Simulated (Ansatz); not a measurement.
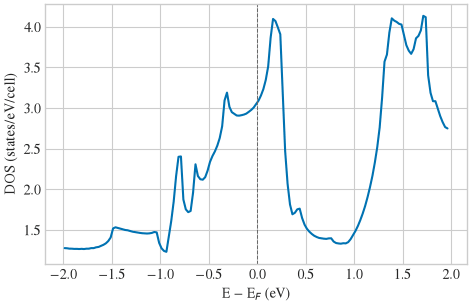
Fig. 1. Density of states of Lu (P6_3/mmc) near the Fermi level, PBEsol, rigid bands (Ansatz, an electronic-structure program).

With 2 atoms a cell, what bare Sommerfeld coefficient γ = (π²/3) k_B² N(E_F) follows?

N(E_F) ≈ 3.1 states/eV a cell at 300 K, so γ ≈ 3.6 mJ/(mol of atoms·K²), before many-body enhancement (phonons, spin fluctuations, correlation).

How far does the Fermi level move in a rigid band for 0.1 electron a cell added or removed?

32 meV and -33 meV.

A metal at this level (no band gap); rigid bands, thermally averaged at 300 K, both spins. Spin-orbit coupling is left out, which matters with elements this heavy. Geometry: cell and atoms relaxed with PBEsol.
